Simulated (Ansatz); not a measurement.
The starting structures come from a database of crystals and need not be the phases stable at ambient conditions.

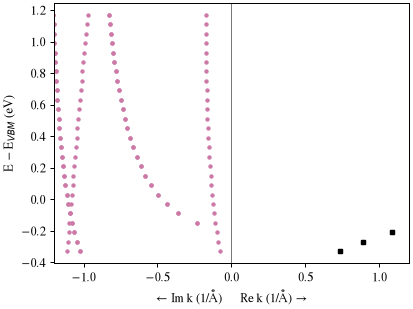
Fig. 1. Complex bands at the centre of the two-dimensional zone; r2SCAN (Ansatz, a program for electronic structure)

No gap correction and no spin-orbit coupling; mid-gap is the computed energy nearest the middle.

**Question.** This is GaN (Fm-3m, rock salt, 2 atoms a cell, 9.7 Å³ an atom, -8 GPa at this level) along the normal of (111). Read off the slowest decay at the centre of the two-dimensional zone at 0.45 eV, the computed energy nearest the middle of the gap.

**Answer.** κ ≈ 0.16 1/Å, a decay length 1/(2κ) of the density of 3.1 Å.
